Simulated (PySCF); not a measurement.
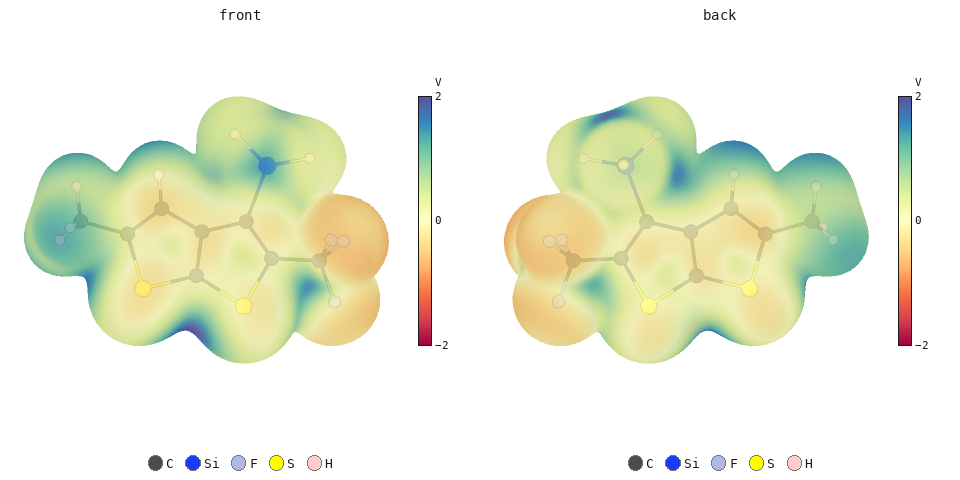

Figure 1: C8H7F3S2Si (SMILES Cc1cc2c([SiH3])c(C(F)(F)F)sc2s1). The electrostatic potential painted on the density surface at 0.004 e/bohr³, seen from the front and from behind; the colour scale runs from red (negative) to blue (positive).

Geometry: GFN2-xTB.

Computed with wB97X-D/6-31G*, SCF density, gas phase, non-relativistic (PySCF 2.14.0).

The calculation's input:

```
{"job": {"xc": "wB97X-D", "basis": "6-31G*", "kind": "nmr", "pop": true}, "charge": 0, "multiplicity": 1}
C     -4.061477    -0.000439     0.016099
C     -2.617034    -0.346742    -0.014080
C     -1.550183     0.485998     0.038008
C     -0.306136    -0.198660    -0.011382
C      1.066850     0.166271     0.008194
Si     1.729216     1.931992     0.127571
C      1.847999    -0.948686    -0.081053
C      3.329072    -0.970435    -0.084504
F      3.861168    -0.696053     1.126836
F      3.839313    -2.151118    -0.455035
F      3.851764    -0.048817    -0.919689
S      0.980775    -2.463335    -0.176257
C     -0.489340    -1.573136    -0.105135
S     -2.145111    -2.036251    -0.130387
H     -4.182827     1.076656     0.098665
H     -4.552187    -0.477186     0.863985
H     -4.557435    -0.342913    -0.891507
H     -1.634224     1.554876     0.107373
H      2.042329     2.376556    -1.229200
H      0.645786     2.729792     0.704784
H      2.892763     1.948573     1.006244
```

Launched as:

```sh
OMP_NUM_THREADS=1 python ens_run.py task.json out
```

**Which sites attract a positive test charge, and which a negative one?**

A positive charge is drawn to the negative regions and a negative charge to the positive ones. The most negative region (about −0.7 V) lies over F9, the most positive (about +1.9 V) over Si6, S12, C13 and S14.
